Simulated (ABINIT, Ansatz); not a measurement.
# LiBe (Pm-3m): zone-centre phonons, part 2 of 3

Which modes does LiBe (Pm-3m) have at the zone centre?

ABINIT 10.8.3; DFT LDA, scalar-relativistic, plane waves, PseudoDojo norm-conserving pseudopotentials.

So far. Step 3 (Relaxation): The volume changes by -5.3 % in this run and stands -5.3 % from the first cell. Step 4 (Ground state): The cell stands at -0.64 GPa: the relaxation ran with a smoothed and higher cutoff, and the difference is a stress of the finite basis. The relaxed cell has a = 2.761 Å (conventional setting).

## 5. Linear response at Γ

At q = 0 one unit cell holds all displacements. The response is solved for single atoms along the cell's directions, and symmetry skips those that follow from others. The crystal is treated as a metal, which screens a static field, so no field response is asked.

Contents of dfpt_gamma.abi:

```

# common to the responses
getwfk_filepath "gso_WFK"
kptopt 2
nqpt 1
qpt 0.0 0.0 0.0
asr 0
chneut 0

# displacements
rfphon 1
rfatpol 1 2
rfdir 1 1 1
tolvrs 1.0d-10
prtwf 0

# basis, mesh and filling
ecut 38.0
ngkpt 12 12 12
nshiftk 1
shiftk 0.0 0.0 0.0
istwfk *1
occopt 7
tsmear 0.01
nband 9
nstep 100
diemac 1000000.0
prtebands 0
prtgsr 0

# cell and atoms
acell 3*1.0 Angstrom
rprim 
    2.760526075 0.0 0.0
    0.0 2.760526075 0.0
    0.0 0.0 2.760526075
ntypat 2
znucl 3 4
natom 2
typat 1 2
xred 
    0.0 0.0 0.0
    0.5 0.5 0.5
pp_dirpath "./pseudo"
pseudos "Li.upf, Be.upf"
```

Command:

```bash
$ OMP_NUM_THREADS=1 mpirun -n 4 abinit dfpt_gamma.abi > dfpt_gamma.log
```

Numbers of over 12 decimals in the logs are rounded to 6 here.

dfpt_gamma.abo, the main output file:

```text
[banners, grids, parts of the stress and lines that vanish by symmetry left out]
- input  file    -> dfpt_gamma.abi
- output file    -> dfpt_gamma.abo
- root for input  files -> dfpt_gammai
- root for output files -> dfpt_gammao

 Symmetries : space group Pm -3 m (#221); Bravais cP (primitive cubic)
================================================================================
 Values of the parameters that define the memory need of the present run (RF).
     intxc =       0      iscf =       7    lmnmax =       4     lnmax =       4
     mgfft =      30  mpssoang =       2    mqgrid =    3001     natom =       2
  nloc_mem =       1    nspden =       1   nspinor =       1    nsppol =       1
      nsym =      48    n1xccc =       0    ntypat =       2    occopt =       7
   xclevel =       1
-    mband =           9        mffmem =           1         mkmem =         217
-   mkqmem =         217        mk1mem =         217           mpw =        1622
      nfft =       27000          nkpt =         868
- my_mband =           9
================================================================================
================================================================================

--------------------------------------------------------------------------------
------------- Echo of variables that govern the present computation ------------
--------------------------------------------------------------------------------
-
- outvars: echo of selected default values
-   iomode0 =  0 , fftalg0 =312 , wfoptalg0 =  0
-
- outvars: echo of global parameters not present in the input file
-  max_nthreads =    1
-
 -outvars: echo values of preprocessed input variables
 [... echo left out ...]
================================================================================

 chkinp: Checking input parameters for consistency.

[...]
== DATASET  1 ==================================================================
-   mpi_nproc: 4, omp_nthreads: 1 (-1 if OMP is not activated)

--- !DatasetInfo
iteration_state: {dtset: 1, }
dimensions: {natom: 2, nkpt: 868, mband: 9, nsppol: 1, nspinor: 1, nspden: 1, mpw: 1622, }
cutoff_energies: {ecut:  38.0, pawecutdg:  -1.0, }
electrons: {nelect:   7.00000000E+00, charge:   0.00000000E+00, occopt:   7.00000000E+00, tsmear:   1.00000000E-02, }
meta: {optdriver: 1, rfphon: 1, }
...

 mkfilename: getwfk from: gso_WFK

 Real(R)+Recip(G) space primitive vectors, cartesian coordinates (Bohr,Bohr^-1):
 R(1)=  5.2166382  0.0000000  0.0000000  G(1)=  0.1916943  0.0000000  0.0000000
 R(2)=  0.0000000  5.2166382  0.0000000  G(2)=  0.0000000  0.1916943  0.0000000
 R(3)=  0.0000000  0.0000000  5.2166382  G(3)=  0.0000000  0.0000000  0.1916943
 Unit cell volume ucvol=  1.4196202E+02 bohr^3
 Angles (23,13,12)=  9.00000000E+01  9.00000000E+01  9.00000000E+01 degrees
 setup1 : take into account q-point for computing boxcut.

 getcut: wavevector=  0.0000  0.0000  0.0000  ngfft=  30  30  30
         ecut(hartree)=     38.000   => boxcut(ratio)=   2.07240

--- Pseudopotential description ------------------------------------------------
- pspini: atom type   1  psp file is ./pseudo/Li.upf

- pspini: atom type   2  psp file is ./pseudo/Be.upf

   3.74924070E+01                                ecore*ucvol(ha*bohr**3)
--------------------------------------------------------------------------------

 ==>  initialize data related to q vector <==

 The list of irreducible perturbations for this q vector is:
    1)    idir= 1    ipert=   1
    2)    idir= 1    ipert=   2

[...]
The perturbation idir=   2  ipert=   1 is
 symmetric of a previously calculated perturbation.
 So, its SCF calculation is not needed.

 The perturbation idir=   3  ipert=   1 is
 symmetric of a previously calculated perturbation.
 So, its SCF calculation is not needed.

 The perturbation idir=   2  ipert=   2 is
 symmetric of a previously calculated perturbation.
 So, its SCF calculation is not needed.

 The perturbation idir=   3  ipert=   2 is
 symmetric of a previously calculated perturbation.
 So, its SCF calculation is not needed.

--------------------------------------------------------------------------------
 Perturbation wavevector (in red.coord.)   0.000000  0.000000  0.000000
 Perturbation : displacement of atom   1   along direction   1
 Found     8 symmetries that leave the perturbation invariant.

[...]
dfpt_looppert : total number of electrons, from k and k+q
  fully or partially occupied states are    7.000000E+00 and    7.000000E+00.
 Initialisation of the first-order wave-functions :
  ireadwf=   0

--- !BeginCycle
iteration_state: {dtset: 1, }
solver: {iscf: 7, nstep: 100, nline: 4, wfoptalg: 0, }
tolerances: {tolvrs: 1.00E-10, }
...

     iter   2DEtotal(Ha)        deltaE(Ha) residm    vres2
-ETOT  1   1.524536     -9.273E+02 1.109E+01 7.195E+01
 ETOT  2   1.345911     -1.786E-01 3.261E-03 1.300E+00
 ETOT  3   1.345529     -3.814E-04 1.925E-06 9.559E-03
 ETOT  4   1.345527     -2.528E-06 2.634E-08 9.745E-05
 ETOT  5   1.345527     -1.896E-08 9.092E-10 8.837E-07
[...]
At SCF step    7       vres2   =  2.55E-11 < tolvrs=  1.00E-10 =>converged.
[...]
Mean square residual over all n,k,spin=   30.353E-16; max=  28.542E-15

 Thirteen components of 2nd-order total energy (hartree) are
 1,2,3: 0th-order hamiltonian combined with 1st-order wavefunctions
     kin0=   8.85582575E+02 eigvalue=   2.23849325E+02  local=  -2.28483735E+02
 4,5,6: 1st-order hamiltonian combined with 1st and 0th-order wfs
 loc psp =  -5.47164958E+02  Hartree=   1.89212784E+02     xc=  -8.30632417E+01
 note that "loc psp" includes a xc core correction that could be resolved
 7,8,9: eventually, occupation + non-local contributions
    edocc=   4.48068247E+01     enl0=  -1.04418927E+02   enl1=  -1.30780625E+03
 1-9 gives the relaxation energy (to be shifted if some occ is /=2.0)
   erelax=  -9.27485603E+02
 10,11,12 Non-relaxation  contributions : frozen-wavefunctions and Ewald
 fr.local=   2.64695337E+02 fr.nonlo=   6.54500185E+02  Ewald=   9.63560824E+00
 13,14 Frozen wf xc core corrections (1) and (2)
 frxc 1  =   0.00000000E+00  frxc 2 =   0.00000000E+00
 Resulting in :
 2DEtotal=    0.1345526574E+01 Ha. Also 2DEtotal=    0.366136433194E+02 eV
    (2DErelax=   -9.2748560346E+02 Ha. 2DEnonrelax=    9.2883113004E+02 Ha)
    (  non-var. 2DEtotal :    1.3455258138E+00 Ha)

[...]
Perturbation wavevector (in red.coord.)   0.000000  0.000000  0.000000
 Perturbation : displacement of atom   2   along direction   1
 Found     8 symmetries that leave the perturbation invariant.

--------------------------------------------------------------------------------

--------------------------------------------------------------------------------

 dfpt_looppert : total number of electrons, from k and k+q
  fully or partially occupied states are    7.000000E+00 and    7.000000E+00.
 Initialisation of the first-order wave-functions :
  ireadwf=   0

--- !BeginCycle
iteration_state: {dtset: 1, }
solver: {iscf: 7, nstep: 100, nline: 4, wfoptalg: 0, }
tolerances: {tolvrs: 1.00E-10, }
...

     iter   2DEtotal(Ha)        deltaE(Ha) residm    vres2
-ETOT  1   2.064913     -2.158E+03 4.583E+01 7.208E+01
[...]
ETOT  6   1.344898     -1.014E-10 2.634E-11 2.725E-09
 ETOT  7   1.344898      6.821E-12 1.455E-13 6.123E-11

 At SCF step    7       vres2   =  6.12E-11 < tolvrs=  1.00E-10 =>converged.
[...]
Mean square residual over all n,k,spin=   14.263E-16; max=  14.550E-14

 Thirteen components of 2nd-order total energy (hartree) are
 1,2,3: 0th-order hamiltonian combined with 1st-order wavefunctions
     kin0=   1.84042081E+03 eigvalue=   7.99210516E+02  local=  -6.16070193E+02
 4,5,6: 1st-order hamiltonian combined with 1st and 0th-order wfs
 loc psp =  -1.23678313E+03  Hartree=   3.54089406E+02     xc=  -1.48040828E+02
 note that "loc psp" includes a xc core correction that could be resolved
 7,8,9: eventually, occupation + non-local contributions
    edocc=   1.53162963E+02     enl0=  -2.23596082E+02   enl1=  -3.08157006E+03
 1-9 gives the relaxation energy (to be shifted if some occ is /=2.0)
   erelax=  -2.15917660E+03
 10,11,12 Non-relaxation  contributions : frozen-wavefunctions and Ewald
 fr.local=   6.08309353E+02 fr.nonlo=   1.54257653E+03  Ewald=   9.63560824E+00
 13,14 Frozen wf xc core corrections (1) and (2)
 frxc 1  =   0.00000000E+00  frxc 2 =   0.00000000E+00
 Resulting in :
 2DEtotal=    0.1344897684E+01 Ha. Also 2DEtotal=    0.365965303354E+02 eV
    (2DErelax=   -2.1591765952E+03 Ha. 2DEnonrelax=    2.1605214928E+03 Ha)
    (  non-var. 2DEtotal :    1.3448984178E+00 Ha)

[...]
---- first-order wavefunction calculations are completed ----

 ==> Compute Derivative Database <==

 [... matrices left out ...]
  Phonon wavevector (reduced coordinates) :  0.00000  0.00000  0.00000
 Phonon energies in Hartree :
  -1.372094E-05 -1.372094E-05 -1.372094E-05  2.629873E-03  2.629873E-03
   2.629873E-03
 Phonon frequencies in cm-1    :
- -3.011399E+00 -3.011399E+00 -3.011399E+00  5.771904E+02  5.771904E+02
-  5.771904E+02

== END DATASET(S) ==============================================================
================================================================================

 -outvars: echo values of variables after computation
            acell      1.8897261259E+00  1.8897261259E+00  1.8897261259E+00 Bohr
           etotal      1.3448976838E+00
            fcart      0.0000000000E+00  0.0000000000E+00  0.0000000000E+00
           strten      0.0000000000E+00  0.0000000000E+00  0.0000000000E+00
================================================================================
```

Run time: 53 s. Hardware: 4 MPI ranks of Intel Xeon Platinum 8259CL at 2.50GHz (Skylake/Cascade Lake), shared host.

Read from the output:

| Item | Value |
| --- | --- |
| largest acoustic frequency at the zone centre before the sum rule | -3.01 cm⁻¹ |
| highest optical zone-centre mode (no LO-TO term) | 577.2 cm⁻¹ |
| lowest optical zone-centre mode | 577.2 cm⁻¹ |

The acoustic modes at Γ come out as far as 3.0 cm⁻¹ from zero, where they should vanish, a small numerical error.

## 6. Modes with the sum rule

anaddb reads the merged derivatives and imposes the acoustic sum rule.

Contents of anaddb.abi:

```
ddb_filepath "gamma_DDB"
output_file "anaddb.abo"
outdata_prefix "anaddb"
asr 1
chneut 1
enunit 2
eivec 1
nph1l 1
qph1l 0.0 0.0 0.0 1.0
```

Contents of mrgddb.in:

```
gamma_DDB
merged
2
dfpt_gammao_DDB
gso_DDB
```

Command:

```bash
$ mrgddb < mrgddb.in > mrgddb.log
$ OMP_NUM_THREADS=1 anaddb anaddb.abi > anaddb.log
```

anaddb.abo, the main output file:

```text
-outvars_anaddb: echo values of input variables ----------------------

 Miscellaneous information :
      enunit         2
       eivec         1
         asr         1
 First list of wavevector (reduced coord.) :
       nph1l         1
       qph1l
                     0.00000000E+00  0.00000000E+00  0.00000000E+00    1.000E+00

================================================================================

 read the DDB information and perform some checks

  ==== Info on the Cryst% object ====
 Real(R)+Recip(G) space primitive vectors, cartesian coordinates (Bohr,Bohr^-1):
 R(1)=  5.2166382  0.0000000  0.0000000  G(1)=  0.1916943  0.0000000  0.0000000
 R(2)=  0.0000000  5.2166382  0.0000000  G(2)=  0.0000000  0.1916943  0.0000000
 R(3)=  0.0000000  0.0000000  5.2166382  G(3)=  0.0000000  0.0000000  0.1916943
 Unit cell volume ucvol=  1.4196202E+02 bohr^3
 Angles (23,13,12)=  9.00000000E+01  9.00000000E+01  9.00000000E+01 degrees
 Time-reversal symmetry is present
 Reduced atomic positions [iatom, xred, symbol]:
    1)    0.0000000  0.0000000  0.0000000  Li
    2)    0.5000000  0.5000000  0.5000000  Be

 DDB file with 3 blocks has been read.

================================================================================

 Treat the first list of vectors

  Phonon wavevector (reduced coordinates) :  0.00000  0.00000  0.00000
 Phonon energies in Hartree :
   0.000000E+00  0.000000E+00  0.000000E+00  2.629870E-03  2.629870E-03
   2.629870E-03
 Phonon energies in meV     :
-  0.000000E+00  0.000000E+00  0.000000E+00  7.156241E+01  7.156241E+01
-  7.156241E+01
 Phonon frequencies in cm-1    :
-  0.000000E+00  0.000000E+00  0.000000E+00  5.771898E+02  5.771898E+02
-  5.771898E+02
 Phonon frequencies in Thz     :
-  0.000000E+00  0.000000E+00  0.000000E+00  1.730371E+01  1.730371E+01
-  1.730371E+01
 Phonon energies in Kelvin  :
-  0.000000E+00  0.000000E+00  0.000000E+00  8.304473E+02  8.304473E+02
-  8.304473E+02

 Eigendisplacements
 (will be given, for each mode : in cartesian coordinates
   for each atom the real part of the displacement vector,
   then the imaginary part of the displacement vector - absolute values smaller than 1.0d-7 are set to zero)
  Mode number    1   Energy    0.000000E+00
 Attention : low frequency mode.
   (Could be unstable or acoustic mode)
-  1  0.00000000E+00  6.73714218E-07 -5.86403196E-03
-     0.00000000E+00  0.00000000E+00  0.00000000E+00
-  2  0.00000000E+00  6.73714103E-07 -5.86403095E-03
-     0.00000000E+00  0.00000000E+00  0.00000000E+00
  Mode number    2   Energy    0.000000E+00
 Attention : low frequency mode.
   (Could be unstable or acoustic mode)
-  1  7.01148934E-07 -5.86403191E-03 -6.73714221E-07
-     0.00000000E+00  0.00000000E+00  0.00000000E+00
-  2  7.01148814E-07 -5.86403091E-03 -6.73714105E-07
-     0.00000000E+00  0.00000000E+00  0.00000000E+00
  Mode number    3   Energy    0.000000E+00
 Attention : low frequency mode.
   (Could be unstable or acoustic mode)
-  1  5.86403195E-03  7.01148937E-07  0.00000000E+00
-     0.00000000E+00  0.00000000E+00  0.00000000E+00
-  2  5.86403095E-03  7.01148816E-07  0.00000000E+00
-     0.00000000E+00  0.00000000E+00  0.00000000E+00
  Mode number    4   Energy    2.629870E-03
-  1  0.00000000E+00  0.00000000E+00  6.68190369E-03
-     0.00000000E+00  0.00000000E+00  0.00000000E+00
-  2  0.00000000E+00  0.00000000E+00 -5.14626773E-03
-     0.00000000E+00  0.00000000E+00  0.00000000E+00
  Mode number    5   Energy    2.629870E-03
-  1  0.00000000E+00  6.68190369E-03  0.00000000E+00
-     0.00000000E+00  0.00000000E+00  0.00000000E+00
-  2  0.00000000E+00 -5.14626773E-03  0.00000000E+00
-     0.00000000E+00  0.00000000E+00  0.00000000E+00
  Mode number    6   Energy    2.629870E-03
-  1  6.68190369E-03  0.00000000E+00  0.00000000E+00
-     0.00000000E+00  0.00000000E+00  0.00000000E+00
-  2 -5.14626773E-03  0.00000000E+00  0.00000000E+00
-     0.00000000E+00  0.00000000E+00  0.00000000E+00

 Analysis of degeneracies and characters (maximum tolerance=1.00E-06 a.u.)
 For each vibration mode, or group of modes if degenerate,
 the characters are given for each symmetry operation (see the list in the log file).
 Symmetry characters of vibration mode #   1
       degenerate with vibration modes #   2 to    3
  3.0 -3.0 -1.0  1.0 -1.0  1.0 -1.0  1.0  1.0 -1.0 -1.0  1.0  1.0 -1.0 -1.0  1.0
  0.0 -0.0  0.0 -0.0 -0.0  0.0 -0.0  0.0  1.0 -1.0 -1.0  1.0 -1.0  1.0  1.0 -1.0
  0.0 -0.0 -0.0  0.0 -0.0  0.0  0.0 -0.0  1.0 -1.0  1.0 -1.0 -1.0  1.0 -1.0  1.0
 Symmetry characters of vibration mode #   4
       degenerate with vibration modes #   5 to    6
  3.0 -3.0 -1.0  1.0 -1.0  1.0 -1.0  1.0  1.0 -1.0 -1.0  1.0  1.0 -1.0 -1.0  1.0
 -0.0  0.0 -0.0  0.0  0.0 -0.0  0.0 -0.0  1.0 -1.0 -1.0  1.0 -1.0  1.0  1.0 -1.0
 -0.0  0.0  0.0 -0.0  0.0 -0.0 -0.0  0.0  1.0 -1.0  1.0 -1.0 -1.0  1.0 -1.0  1.0
-
```

Run time: 0.73 s. Hardware: 1 thread.

No LO-TO term; unit eigenvectors of the mass-weighted matrix, from anaddb's displacements. Modes at Γ, with each element's share of the kinetic energy:

```tsv
mode	frequency (cm⁻¹)	symmetry	Li %	Be %
1	0.0	acoustic	44	56
2	0.0	acoustic	44	56
3	0.0	acoustic	44	56
4	577.2	T1u	56	44
5	577.2	T1u	56	44
6	577.2	T1u	56	44
```

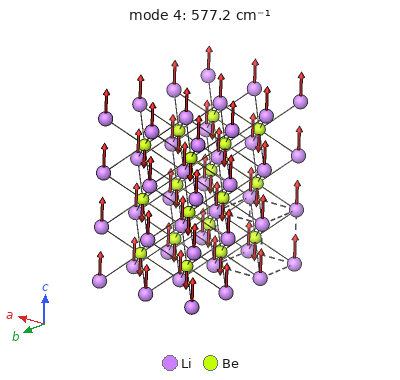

Displacement patterns of mode 4 at Γ; arrows are exaggerated. 2×3×3 cells are drawn. Some periodic images of atoms are drawn too.

The rule moves no optical mode by more than 0.1 cm⁻¹.

(Part 2 of 3 ends here.)

[Host names and launcher messages were left out of these logs when they were recorded.]

[Logs are printed without paths, hosts, clocks, repeated set-up lines and the standing remarks that a program may print on its own settings, such as how far it seeks lower states.]

[Hosts, paths, dates, database ids (printed as entryN), source tags and the programs' standing remarks are cut or masked in the printed files.]
